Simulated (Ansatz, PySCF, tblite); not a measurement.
Bond stretch in B₂, triplet.

Computed with: GFN2-xTB, 300 K electronic temperature (tblite); UKS-B3LYP/6-31G* = unrestricted B3LYP/6-31G*, spherical d run with PySCF; UKS-B3LYP/6-311+G** = PySCF 2.14.0 with unrestricted B3LYP/6-311+G**, spherical d; UKS-CAM-B3LYP = unrestricted CAM-B3LYP/cc-pVTZ run with Ansatz (a program for electronic structure).

Energies are in kJ/mol, each relative to the lowest point of its own curve between 1.32 and 1.82 Å, where full CI is lowest.

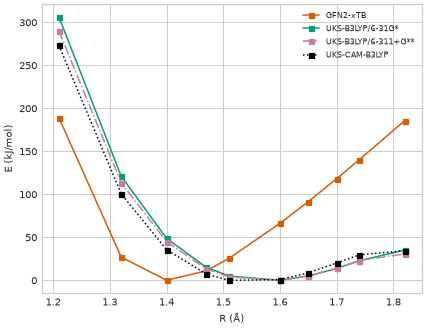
Energy against bond length for each method.

```tsv
R / Å	GFN2-xTB	UKS-B3LYP/6-31G*	UKS-B3LYP/6-311+G**	UKS-CAM-B3LYP
1.21	189.2	306.5	290.3	273.2
1.32	27.0	121.1	113.4	100.6
1.40	0.0	48.8	44.9	35.6
1.47	11.0	15.1	13.2	7.3
1.51	25.4	5.0	3.9	0.0
1.60	66.3	0.0	0.0	0.7
1.65	91.5	5.0	5.2	8.6
1.70	118.2	13.7	14.1	20.2
1.74	140.3	22.7	23.0	29.6
1.82	185.6	35.2	30.7	34.4
```

At the longest distance, 1.82 Å, GFN2-xTB lies highest above its minimum (185.6 kJ/mol) and UKS-B3LYP/6-311+G** lowest (30.7 kJ/mol).

The scan ran from 1.21 to 5.68 Å; beyond the distances shown full CI changes its symmetry label. The unrestricted determinant behind UKS-B3LYP/6-31G*, UKS-B3LYP/6-311+G**, UKS-CAM-B3LYP is spin-contaminated at 1.21 to 1.74 Å (<S²> up to 2.9, against 2.00 for a pure triplet). The unrestricted solution behind UKS-CAM-B3LYP changes between 1.70 and 1.74 Å, which can leave a kink.
